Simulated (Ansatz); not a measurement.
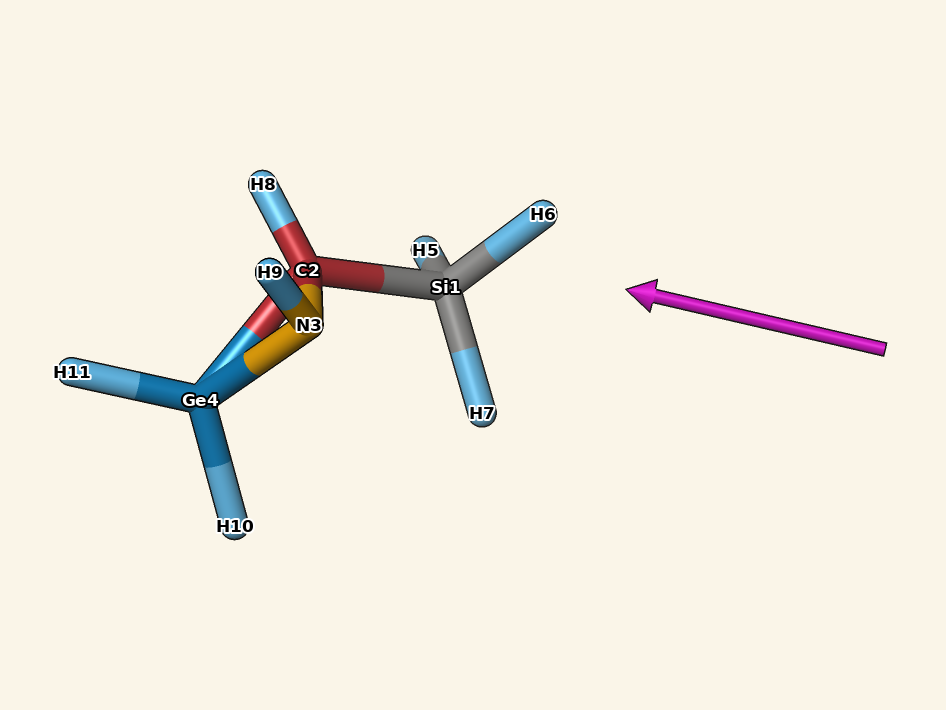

The arrow beside the molecule shows the direction of the dipole moment, from the negative to the positive end (its length means nothing). The computed structure is the end point of a PBE-D4/def2-SVP optimisation. No frequency run is at hand to confirm it as a minimum. Properties computed with RKS PBE-D4/def2-SVP (Ansatz 0.2.0).

How large is the dipole moment?

2.06 D; it points from the side of H6, H7 to the side of H11 (the outermost atoms at the two ends).
